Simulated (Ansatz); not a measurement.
**Run report: TiH4, geometry relaxation**

- system: TiH4
- method: RKS B3LYP-D4/def2-TZVP (Ansatz 0.2.0)

The geometry: GFN2-xTB start. Figures and captions count atoms from 1; the log counts them from 0 in places.

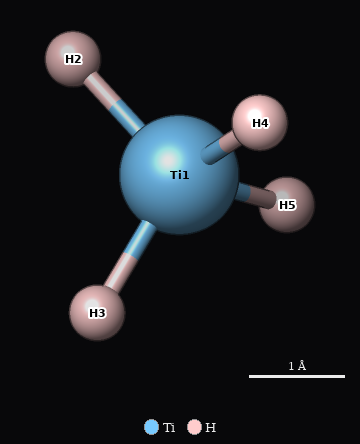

*The structure as given in the input (ball-and-stick view, seen at a tilt; atoms are numbered from 1 in the order of the input). Sticks mark near contacts.*

Bond lengths as drawn: H–Ti 1.73 Å.

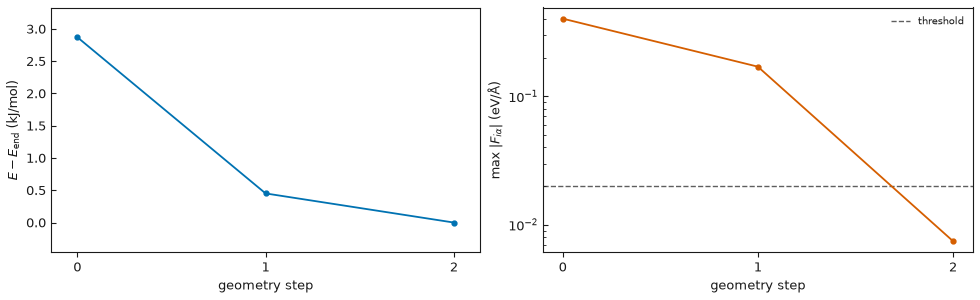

*Progress of the relaxation, step by step (the first geometry is step 0 here and step 1 in the log).*

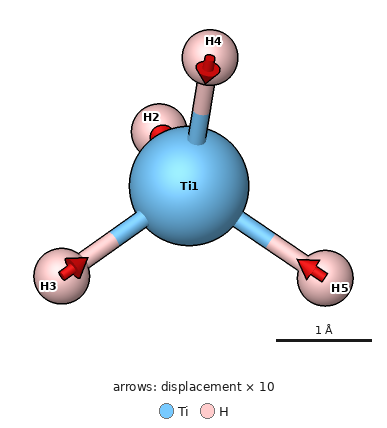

*The starting structure with the displacements as red arrows, magnified 10 times (ball-and-stick view, seen at a tilt). The two geometries are laid on each other by the best rigid fit.*

The energy falls by 2.87 kJ/mol in 2 geometry steps. The largest force component goes from 0.4 to 0.0075 eV/Å. The largest moves after the best rigid fit, 0.037 Å, are those of H2, H3, H4 and H5. Ti stays in place. Among the contacts that change: Ti1–H2 1.731 → 1.695 Å. (Atoms are counted from 1 in the order of the input.)

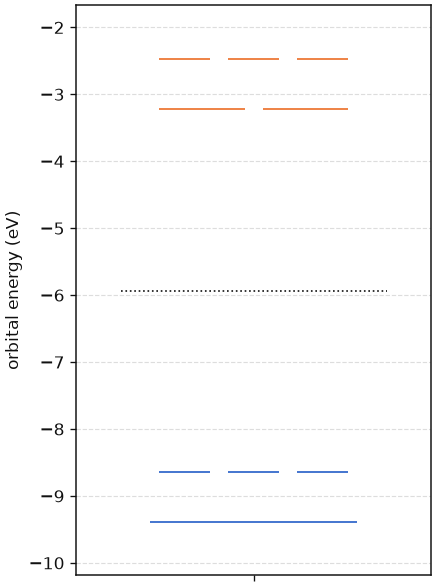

*Orbital energies near the frontier; the dotted line parts filled from empty levels, and levels within 0.02 eV of each other stand side by side.*

Highest filled −8.64 eV, lowest empty −3.22 eV, 5.42 eV apart.

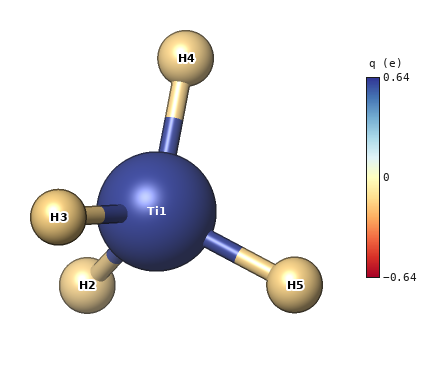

*Mulliken charges, as the colour of each atom (ball-and-stick view, seen at an oblique angle; atoms are numbered from 1 in the order of the input).*

By element: Ti +0.61 and H −0.15 e.

The input and output of the run follow.

**Input file**
```yaml
crystal:
  periodic: [false, false, false]
  atoms:
    - {symbol: Ti, position_ang: [-0.000010, -0.000210, -0.000150]}
    - {symbol: H, position_ang: [0.010960, -0.016820, 1.730970]}
    - {symbol: H, position_ang: [1.628940, 0.010440, -0.586290]}
    - {symbol: H, position_ang: [-0.824250, 1.416520, -0.557510]}
    - {symbol: H, position_ang: [-0.815640, -1.409940, -0.587010]}
basis:
  gaussian: {orbitals: def2-TZVP}
hamiltonian: {xc: {name: B3LYP}, dispersion: d4}
scf: {omitted_lower_state_checks: [starts]}
output: {orbitals: {seedname: orbitals}}
relax: {f_tol: 0.02, max_steps: 100}
```

Launch command:
```bash
ansatz run in.yaml --threads 4 --pin off --events-out ev --progress --plain --max-ram 3916MiB
```

**Output**
```
Functional definition: B3LYP
  name "B3LYP"
  cite "Stephens, Devlin, Chabalowski & Frisch, J. Phys. Chem. 98, 11623 (1994) doi:10.1021/j100096a001"
  cite "Becke, Phys. Rev. A 38, 3098 (1988) doi:10.1103/PhysRevA.38.3098"
  cite "Lee, Yang & Parr, Phys. Rev. B 37, 785 (1988) doi:10.1103/PhysRevB.37.785"
  cite "Vosko, Wilk & Nusair, Can. J. Phys. 58, 1200 (1980) doi:10.1139/p80-159"
  parameter a0 = 0.2
  parameter ax = 0.72
  parameter ac = 0.81
  exchange = (1 - a0 - ax)*slater_x + ax*b88_x + a0*exact_x
  correlation = (1 - ac)*vwn_rpa_c + ac*lyp_c
these checks for a lower state are left out or cut short: starts
649 factors; integrals over basis functions are off by at most 2.0e-4 eV
mean field evaluation 1: about -23177.2332 eV, gradient 1.3e1 eV
mean field evaluation 2: about -23176.8311 eV, gradient 2.2e1 eV
mean field evaluation 4: about -23177.7874 eV, gradient 8.0e-1 eV
mean field evaluation 8: about -23177.7865 eV, gradient 2.9e-3 eV
mean field -23177.78650816 eV, -851.7679437070 hartree, gradient 4.3e-5 eV, S^2 0.000000; 0 other end points of the search recorded, 0 dependent functions left out
the calculation of the forces begins
reference -23177.78674218 eV, -851.7679523069 hartree; 13, 13 occupied and 56, 56 virtual orbitals, 649 factors
relax step   1: F+E_penalty+E_count = -23177.89681885 eV  Δ(F+E_penalty+E_count) = +0.000e0 eV  max|allowed force component| = 4.041e-1 eV/Å  Δτ_max = 0.0000 Å  (23 SCF iters, accepted)
these checks for a lower state are left out or cut short: starts, cluster_reference, orbital_swaps, neighbouring_geometries, increment
649 factors; integrals over basis functions are off by at most 1.9e-4 eV
mean field evaluation 16: about -23177.8079 eV, gradient 7.4e-2 eV
mean field -23177.80787665 eV, -851.7687289845 hartree, gradient 1.0e-5 eV, S^2 0.000000; 0 other end points of the search recorded, 0 dependent functions left out
the calculation of the forces begins
reference -23177.80811087 eV, -851.7687375919 hartree; 13, 13 occupied and 56, 56 virtual orbitals, 649 factors
relax step   2: F+E_penalty+E_count = -23177.92190644 eV  Δ(F+E_penalty+E_count) = -2.509e-2 eV  max|allowed force component| = 1.706e-1 eV/Å  Δτ_max = 0.0502 Å  (28 SCF iters, accepted)
these checks for a lower state are left out or cut short: starts, cluster_reference, orbital_swaps, neighbouring_geometries, increment
649 factors; integrals over basis functions are off by at most 1.9e-4 eV
mean field -23177.81360126 eV, -851.7689393600 hartree, gradient 1.0e-5 eV, S^2 0.000000; 0 other end points of the search recorded, 0 dependent functions left out
the calculation of the forces begins
reference -23177.81383538 eV, -851.7689479636 hartree; 13, 13 occupied and 56, 56 virtual orbitals, 649 factors
relax step   3: F+E_penalty+E_count = -23177.92658513 eV  Δ(F+E_penalty+E_count) = -4.679e-3 eV  max|allowed force component| = 7.453e-3 eV/Å  Δτ_max = 0.0133 Å  (29 SCF iters, accepted)
these checks for a lower state are left out or cut short: starts
649 factors; integrals over basis functions are off by at most 1.9e-4 eV
mean field -23177.81360126 eV, -851.7689393600 hartree, gradient 1.0e-5 eV, S^2 0.000000; 0 other end points of the search recorded, 0 dependent functions left out
the calculation of the forces begins
reference -23177.81383538 eV, -851.7689479636 hartree; 13, 13 occupied and 56, 56 virtual orbitals, 649 factors
Total energy: -23177.92681924 eV, -851.7731000441 hartree
Atom 0 at     0.000000     0.000007     0.000009 Å, force    -0.000010    -0.000118    -0.000085 eV/Å
Atom 1 at     0.010237    -0.017098     1.694435 Å, force     0.000053    -0.000052     0.007453 eV/Å
Atom 2 at     1.594179     0.010511    -0.574425 Å, force     0.006974     0.000054    -0.002493 eV/Å
Atom 3 at    -0.806297     1.386802    -0.546037 Å, force    -0.003547     0.006095    -0.002382 eV/Å
Atom 4 at    -0.798119    -1.380232    -0.573972 Å, force    -0.003470    -0.005980    -0.002494 eV/Å
Dipole moment:     0.000001     0.000013     0.000010 e Å
Checks for a lower state left out: starts
```

**Trajectory as extended XYZ (Å, eV, eV/Å), 3 frames, from step=1 to step=3**
```
5
Properties=species:S:1:pos:R:3:forces:R:3 step=1 energy=-23177.89682
Ti    0.0000   -0.0002   -0.0001    0.0003   0.0017   0.0012
H     0.0110   -0.0168    1.7310   -0.0032   0.0029  -0.4041
H     1.6289    0.0104   -0.5863   -0.3804  -0.0022   0.1359
H    -0.8243    1.4165   -0.5575    0.1930  -0.3304   0.1295
H    -0.8156   -1.4099   -0.5870    0.1903   0.3280   0.1374
5
Properties=species:S:1:pos:R:3:forces:R:3 step=2 energy=-23177.92191
Ti    0.0000    0.0001    0.0000   -0.0001  -0.0008  -0.0006
H     0.0099   -0.0172    1.6812    0.0014  -0.0013   0.1706
H     1.5816    0.0106   -0.5702    0.1604   0.0008  -0.0573
H    -0.7997    1.3761   -0.5419   -0.0815   0.1394  -0.0548
H    -0.7918   -1.3696   -0.5692   -0.0801  -0.1381  -0.0579
5
Properties=species:S:1:pos:R:3:forces:R:3 step=3 energy=-23177.92659
Ti    0.0000    0.0000    0.0000    0.0000  -0.0001  -0.0001
H     0.0102   -0.0171    1.6944    0.0001  -0.0001   0.0075
H     1.5942    0.0105   -0.5744    0.0070   0.0001  -0.0025
H    -0.8063    1.3868   -0.5460   -0.0035   0.0061  -0.0024
H    -0.7981   -1.3802   -0.5740   -0.0035  -0.0060  -0.0025
```

**Key numbers**

```json
{"quantity": "outcome", "value": "converged"}
{"quantity": "total energy", "value": "−23177.9268 eV"}
{"quantity": "mean-field energy", "value": "−23177.8138 eV"}
{"quantity": "dispersion energy", "value": "−0.1130 eV"}
{"quantity": "SCF solution under orbital rotations", "value": "stable"}
{"quantity": "HOMO", "value": "−8.64 eV"}
{"quantity": "LUMO", "value": "−3.22 eV"}
{"quantity": "largest force (length of the vector) at the end", "value": "0.007 eV/Å"}
{"quantity": "dipole moment", "value": "0.00 D"}
{"quantity": "hardware", "value": "4 threads of Arm Neoverse V1, 23 GiB of memory available, shared host"}
{"quantity": "wall time", "value": "3.7 s (CPU time 9.3 s)"}
{"quantity": "peak memory", "value": "0.12 GiB"}
```
